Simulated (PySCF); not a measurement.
# A diatomic session: SnTe+, part 2 of 2

PySCF 2.14.0; Sn def2-SVP with ECP28, Te def2-SVP with ECP28; scalar-relativistic core potentials.

**11. LC-ωPBE (range-separated hybrid)**

Output of the SCF at 2.702 Å:

```text
[... 17 set-up lines left out, the same as in an earlier log ...]
XC functionals = LC_WPBE
    O. A. Vydrov and G. E. Scuseria.,  J. Chem. Phys. 125, 234109 (2006)
[... 2 set-up lines left out, the same as in an earlier log ...]
init E= -482.096596214314
cycle= 1 E= -482.099426962567  delta_E= -0.00283  |g|= 0.0199  |ddm|= 0.12
cycle= 2 E= -482.099823310385  delta_E= -0.000396  |g|= 0.0101  |ddm|= 0.0679
cycle= 3 E= -482.099936194871  delta_E= -0.000113  |g|= 0.00434  |ddm|= 0.0196
cycle= 4 E= -482.099980354817  delta_E= -4.42e-05  |g|= 0.00158  |ddm|= 0.0166
cycle= 5 E= -482.099992225642  delta_E= -1.19e-05  |g|= 0.000688  |ddm|= 0.00905
cycle= 6 E= -482.099995047282  delta_E= -2.82e-06  |g|= 0.000238  |ddm|= 0.00534
cycle= 7 E= -482.09999541834  delta_E= -3.71e-07  |g|= 0.000187  |ddm|= 0.00117
cycle= 8 E= -482.099996103352  delta_E= -6.85e-07  |g|= 9.84e-05  |ddm|= 0.00237
cycle= 9 E= -482.099996283275  delta_E= -1.8e-07  |g|= 2.6e-05  |ddm|= 0.00208
cycle= 10 E= -482.099996307531  delta_E= -2.43e-08  |g|= 1.14e-05  |ddm|= 0.000316
cycle= 11 E= -482.099996308419  delta_E= -8.88e-10  |g|= 4.82e-06  |ddm|= 9.09e-05
Extra cycle  E= -482.099996308504  delta_E= -8.55e-11  |g|= 3.24e-06  |ddm|= 1.62e-05
converged SCF energy = -482.099996308504  <S^2> = 0.75952976  2S+1 = 2.0095072
```

Re = 2.646 Å, ωe = 233.1 cm⁻¹, ωexe = 0.350 cm⁻¹, αe = 8.27e-05 cm⁻¹, Be = 0.03863 cm⁻¹, De = 2.42 eV, μ = -3.47 D.

**12. UHF (mean field)**

Log of the SCF at 2.702 Å:

```text
******** <class 'pyscf.scf.uhf_symm.SymAdaptedUHF'> ********
method = SymAdaptedUHF
[... 11 set-up lines left out, the same as in an earlier log ...]
max_memory 909 MB (current use 316 MB)
[... 1 set-up line left out, the same as in an earlier log ...]
Overwritten attributes  get_k get_hcore get_jk get_occ get_j  of <class 'pyscf.scf.uhf_symm.SymAdaptedUHF'>
<class 'pyscf.scf.uhf_symm.SymAdaptedUHF'> does not have attributes  refdm
[... 1 set-up line left out, the same as in an earlier log ...]
init E= -480.116179313707
cycle= 1 E= -480.129507393043  delta_E= -0.0133  |g|= 0.0327  |ddm|= 0.336
cycle= 2 E= -480.130696675199  delta_E= -0.00119  |g|= 0.0106  |ddm|= 0.0915
cycle= 3 E= -480.130928399667  delta_E= -0.000232  |g|= 0.00597  |ddm|= 0.0346
cycle= 4 E= -480.130992999656  delta_E= -6.46e-05  |g|= 0.0024  |ddm|= 0.0167
cycle= 5 E= -480.131021856781  delta_E= -2.89e-05  |g|= 0.00104  |ddm|= 0.0134
cycle= 6 E= -480.13102834416  delta_E= -6.49e-06  |g|= 0.0006  |ddm|= 0.0063
cycle= 7 E= -480.131031483116  delta_E= -3.14e-06  |g|= 0.000456  |ddm|= 0.00403
cycle= 8 E= -480.131035745439  delta_E= -4.26e-06  |g|= 0.00023  |ddm|= 0.00841
cycle= 9 E= -480.131036661806  delta_E= -9.16e-07  |g|= 0.00014  |ddm|= 0.00384
cycle= 10 E= -480.131036917445  delta_E= -2.56e-07  |g|= 8.8e-05  |ddm|= 0.00182
cycle= 11 E= -480.131037027393  delta_E= -1.1e-07  |g|= 4.02e-05  |ddm|= 0.00143
cycle= 12 E= -480.13103704542  delta_E= -1.8e-08  |g|= 1.22e-05  |ddm|= 0.000675
cycle= 13 E= -480.131037046304  delta_E= -8.84e-10  |g|= 4.48e-06  |ddm|= 0.000116
Extra cycle  E= -480.131037046365  delta_E= -6.12e-11  |g|= 2.84e-06  |ddm|= 1.27e-05
converged SCF energy = -480.131037046365  <S^2> = 0.78142415  2S+1 = 2.0311811
```

No constants are quoted: the points don't follow one smooth fit. 3.5 s of CPU time for 12 points, integrals apart.

**13. MP2**

Reference: UHF; core orbitals frozen: 8.

Correlation energy (eV) along the bond:

```csv
R (Å),MP2,SCS-MP2
2.324,-4.393,-4.199
2.432,-4.407,-4.221
2.540,-4.420,-4.240
2.621,-4.427,-4.253
2.702,-4.433,-4.265
2.783,-4.437,-4.274
2.891,-4.442,-4.282
3.026,-3.866,-3.708
3.188,-3.737,-3.600
3.405,-3.642,-3.525
```

UHF-MP2: No constants are quoted: the points don't follow one smooth fit.

UHF-SCS-MP2: No constants are quoted: the points don't follow one smooth fit.

**14. The curves together**

Energy (eV) from each level's lowest point:

```csv
R (Å),UHF,UHF-MP2,UHF-SCS-MP2,PBE,PW91,BLYP,r²SCAN,PBE0,M06,LC-ωPBE
2.324,1.236,1.276,1.302,1.304,1.292,1.443,1.208,1.176,1.304,0.966
2.432,0.542,0.567,0.585,0.602,0.594,0.702,0.534,0.510,0.590,0.367
2.540,0.167,0.180,0.191,0.208,0.204,0.272,0.169,0.153,0.196,0.075
2.621,0.036,0.042,0.047,0.059,0.057,0.096,0.039,0.031,0.050,0.000
2.702,0.000,0.000,0.000,0.000,0.000,0.013,0.000,0.000,0.000,0.015
2.783,0.035,0.031,0.026,0.010,0.012,0.000,0.029,0.037,0.021,0.097
2.891,0.160,0.151,0.142,0.101,0.105,0.062,0.141,0.163,0.129,0.280
3.026,0.172,0.739,0.729,0.295,0.301,0.225,0.354,0.396,0.347,0.585
3.188,0.230,0.926,0.894,0.587,0.596,0.487,0.652,0.720,0.670,1.005
3.405,0.337,1.128,1.077,0.989,1.001,0.867,1.046,1.130,1.118,1.523
```

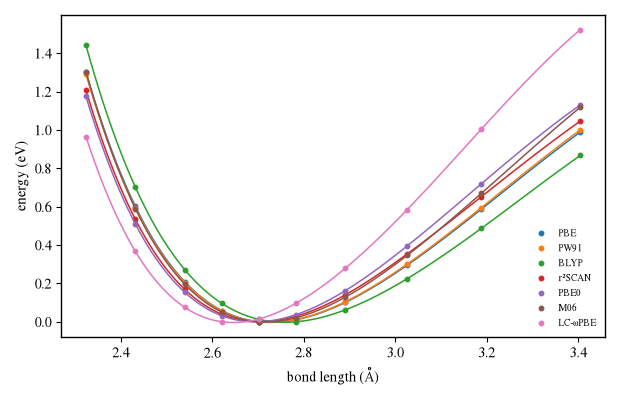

Curves of the followed state at each level, each from its own lowest point. Far from equilibrium a single determinant need not separate into the right atoms, and MP2 on it can jump. Curves with a jump are left out.

The whole job (state search and all levels along the bond) took 2.1 min on 1 thread of Arm Neoverse V2 (shared host), peak memory 0.66 GiB.

**15. Results**

What follows sums up all 2 parts.

Lowest PBE0 solution found, without spin–orbit coupling: ²Π (doublet), unpaired electrons π ↑. State 2 has its PBE0 minimum 0.64 eV higher. State 3 has its PBE0 minimum 1.42 eV higher. The other levels ran on the lowest alone.

```csv
level,Re (Å),ωe (cm⁻¹),De (eV),μ (D)
PBE,2.728,203.6,3.17,-2.94
PW91,2.725,204.0,3.21,-2.89
BLYP,2.759,194.7,3.06,-2.97
r²SCAN,2.704,210.6,2.97,-3.03
PBE0,2.694,215.5,2.87,-3.20
M06,2.715,212.0,3.26,-3.09
LC-ωPBE,2.646,233.1,2.42,-3.47
```

De is counted to Sn+ + Te in their ground configurations. A positive dipole points from Sn to Te; in an ion it is taken about the centre of mass and does not tell which atom is negative. No constants: UHF (the points don't follow one smooth fit); UHF-MP2 (the points don't follow one smooth fit); UHF-SCS-MP2 (the points don't follow one smooth fit).

Time per point (s) on 1 thread of Arm Neoverse V2, shared host (CPU time, shared integrals of 0.24 s apart; correlated levels include their reference); the times are rough: PBE 0.74, PW91 0.57, BLYP 0.56, r²SCAN 1, PBE0 1.1, M06 1.1, LC-ωPBE 1.1.

What this shows: Bond lengths run from 2.646 Å (LC-ωPBE) to 2.759 Å (BLYP). Among the levels with a De in the table, it runs from 2.42 eV (LC-ωPBE) to 3.26 eV (M06).

Correlated steps freeze 8 core orbitals. These are scalar-relativistic numbers at best; spin–orbit coupling would shift them, the dissociation energy most. With spin–orbit coupling the term label itself may not hold.
